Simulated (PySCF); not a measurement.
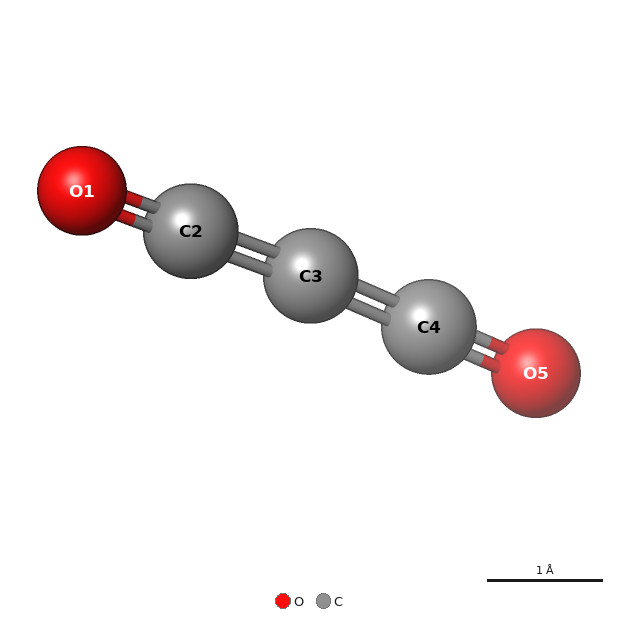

Simulated data, not a measurement (program: PySCF).

Orthographic view. Atoms fade into the background with distance from the viewer. Geometry: a fixed input geometry, not necessarily a minimum.

Write a MOL file (V2000) with the atoms in numerical order, bonds sorted by atom number with the orders drawn, and coordinates in the frame of the picture: x right, y up, z towards the viewer, origin at the mean position.

```
C3O2
                    3D

  5  4  0  0  0  0  0  0  0  0999 V2000
   -1.9800    0.7700    1.1900 O   0  0  0  0  0  0  0  0  0  0  0  0
   -1.0400    0.4200    0.6200 C   0  0  0  0  0  0  0  0  0  0  0  0
    0.0100    0.0300   -0.0100 C   0  0  0  0  0  0  0  0  0  0  0  0
    1.0400   -0.4100   -0.6200 C   0  0  0  0  0  0  0  0  0  0  0  0
    1.9700   -0.8200   -1.1800 O   0  0  0  0  0  0  0  0  0  0  0  0
  1  2  2  0
  2  3  2  0
  3  4  2  0
  4  5  2  0
M  END
```
